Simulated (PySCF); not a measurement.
Consider C₃H₁₆Si₄.

The calculation's input:

```
{"job": {"kind": "nmr", "xc": "PBE0", "basis": "pcSseg-1"}, "charge": 0, "multiplicity": 1}
C      0.965820    -1.912264     0.796464
Si     0.479787    -0.098704     0.723281
C      1.082685     0.692099    -0.876953
Si     2.922051     0.521574    -1.223561
C     -1.397174     0.104683     0.875607
Si    -2.363262    -1.072450    -0.231081
Si    -1.933506     1.889138     0.601192
H      2.060552    -2.022472     0.844738
H      0.613452    -2.458047    -0.093524
H      0.536848    -2.399716     1.685692
H      1.110341     0.627520     1.873099
H      0.841464     1.769815    -0.854805
H      0.525319     0.260994    -1.727314
H      3.313096     1.276716    -2.454026
H      3.288407    -0.915153    -1.423752
H      3.721925     1.047936    -0.073830
H     -1.656830    -0.150844     1.920779
H     -2.261265    -2.480241     0.262563
H     -3.811254    -0.696737    -0.283653
H     -1.825007    -1.025006    -1.626948
H     -3.290585     2.128439     1.181049
H     -0.969038     2.845083     1.232109
H     -1.990121     2.189408    -0.863767
```

Launched as:

```sh
OMP_NUM_THREADS=1 python probes_run.py task.json out
```

Geometry: PBE0-D3(BJ)/def2-SVP.

Level of theory: PBE0/pcSseg-1, SCF density, gas phase, non-relativistic in PySCF 2.14.0.

**What will maps of the electron density and electron localisation function show?**

C–Si (1.88 Å): ρ at the midpoint is about 0.92 e/Å³; the ELF peaks at about 0.95 between the atoms, as expected for a shared electron pair.
Si–H (1.50 Å): ρ is about 0.78 e/Å³ halfway; the ELF climbs to about 1 towards the hydrogen, as it does in any bond to H.

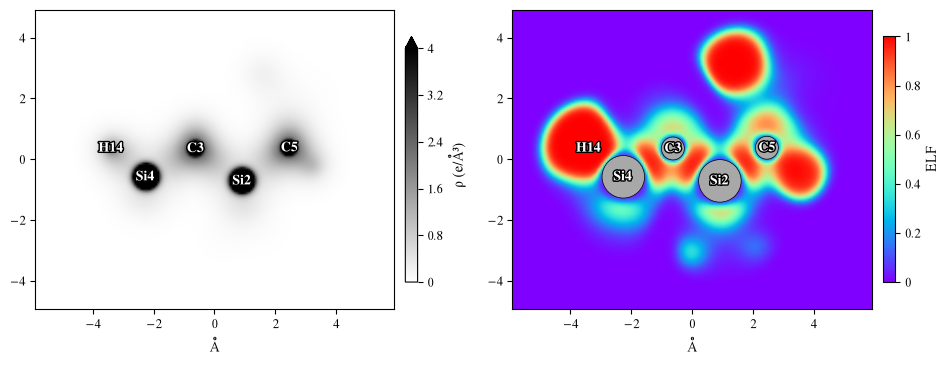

Computed electron density and electron localisation function on the plane of atoms C3, Si4 and H14, in this order. Grey discs cover the atomic cores in the ELF map. 
